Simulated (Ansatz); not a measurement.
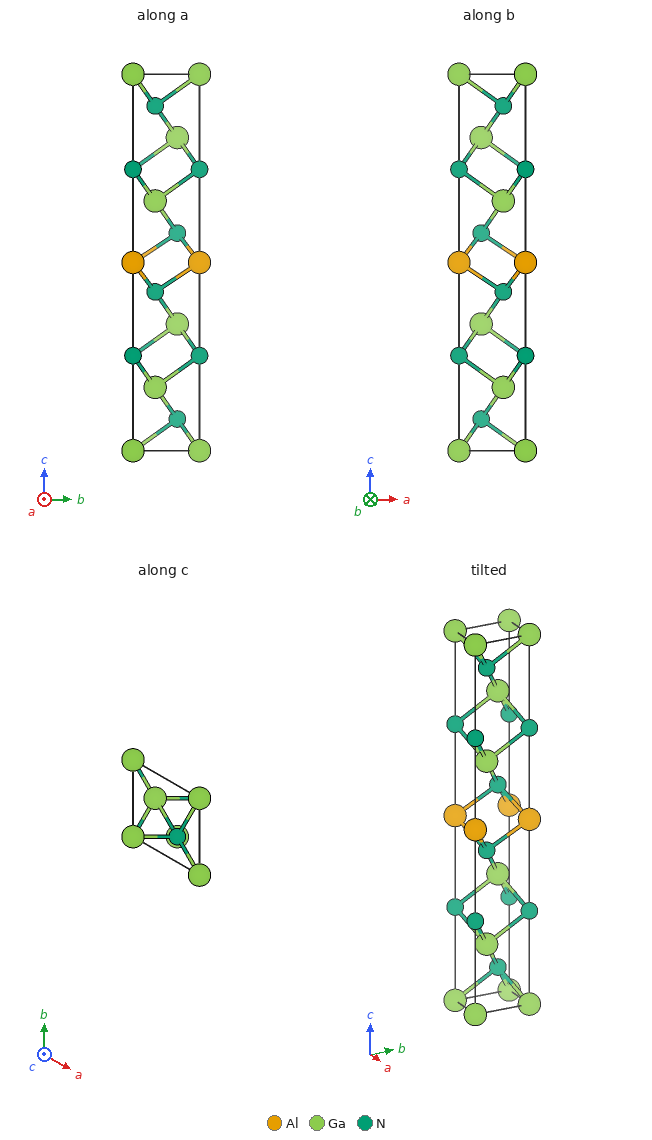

View along the a axis, along the b axis, along the c axis and slightly off an axis, drawn as a ball-and-stick model. The conventional unit cell is drawn as a box.

Lattice parameters: a = 2.9949 Å, b = 2.9949 Å, c = 14.6813 Å, α = 90.000°, β = 90.000°, γ = 120.000°.

Question: Transcribe the picture into a CIF in P1 with every atom of the cell, with free fractional coordinates to two decimals.

Answer:
```cif
data_structure
_symmetry_space_group_name_H-M 'P 1'
_symmetry_Int_Tables_number 1
_cell_length_a 2.9949
_cell_length_b 2.9949
_cell_length_c 14.6813
_cell_angle_alpha 90.000
_cell_angle_beta 90.000
_cell_angle_gamma 120.000
_cell_volume 114.04
loop_
_atom_site_label
_atom_site_type_symbol
_atom_site_fract_x
_atom_site_fract_y
_atom_site_fract_z
_atom_site_occupancy
Al1 Al 0.00 0.00 0.50 1
Ga1 Ga 0.6667 0.3333 0.66 1
Ga2 Ga 0.3333 0.6667 0.83 1
Ga3 Ga 0.00 0.00 0.00 1
Ga4 Ga 0.6667 0.3333 0.17 1
Ga5 Ga 0.3333 0.6667 0.34 1
N1 N 0.00 0.00 0.75 1
N2 N 0.6667 0.3333 0.92 1
N3 N 0.3333 0.6667 0.08 1
N4 N 0.00 0.00 0.25 1
N5 N 0.6667 0.3333 0.42 1
N6 N 0.3333 0.6667 0.58 1
```

The structure was taken from a structure type filled with these elements by a generator (whether the compound takes this form wasn't checked). This is the structure after a relaxation with Ansatz, DFT PBE, scalar-relativistic, plane waves, PAW.
